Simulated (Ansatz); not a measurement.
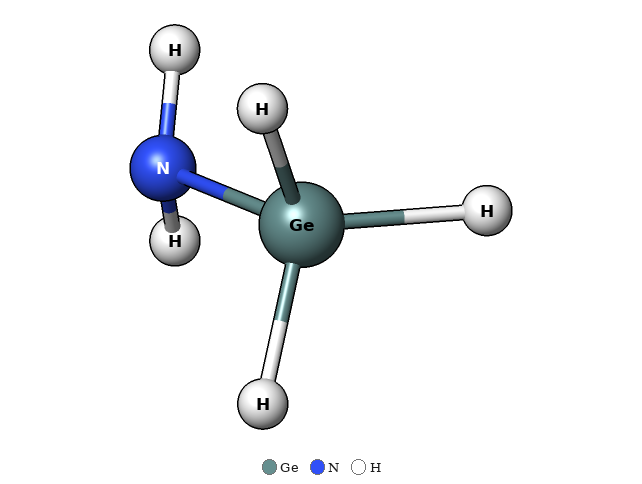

Harmonic vibrations computed with RKS PBE0-D4/def2-TZVP (Ansatz 0.2.0) at a stationary point of the same level.

Is this a minimum or a saddle point?

Answer. A minimum: no imaginary frequency, and the lowest mode lies at 174 cm⁻¹.

How many vibrational modes are there, and where do they lie?

Answer. 15 modes: 174, 541, 576, 641, 710, 857, 883, 890, 946, 1585, 2102, 2165, 2170, 3555, 3646 cm⁻¹.
